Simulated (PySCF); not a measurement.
SMILES CC[SiH2]F (C2H7FSi) at its CAM-B3LYP/def2-SVP optimised geometry (Å):

```
11

Si     0.0384    -1.4509     0.0000
F      1.6660    -1.4509     0.0000
C     -0.5626     0.3152     0.0000
C     -0.0920     1.1432    -1.1985
H     -0.4008    -2.1743    -1.2233
H     -0.4133    -2.1775     1.2157
H     -1.6660     0.2863     0.0459
H     -0.2379     0.7827     0.9452
H      1.0066     1.1873    -1.2439
H     -0.4419     0.7125    -2.1497
H     -0.4643     2.1775    -1.1490
```

Level of theory: CAM-B3LYP/def2-TZVP in PySCF. Cells within 0.4 Å of a nucleus heavier than hydrogen are left out (blank, or x).

Map of the HOMO amplitude (bohr^(-3/2)) on the plane z = 0.0 Å; orbital energy -10.04 eV, overall sign arbitrary:

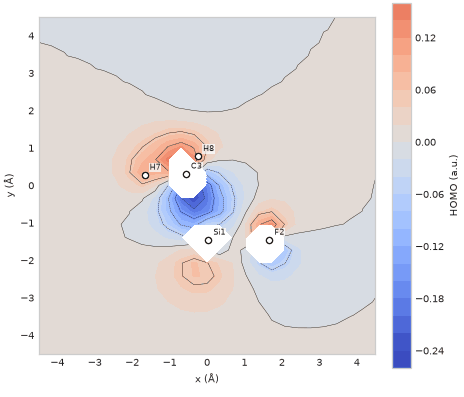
*HOMO amplitude (bohr^(-3/2)) on the plane z = 0.0 Å.*
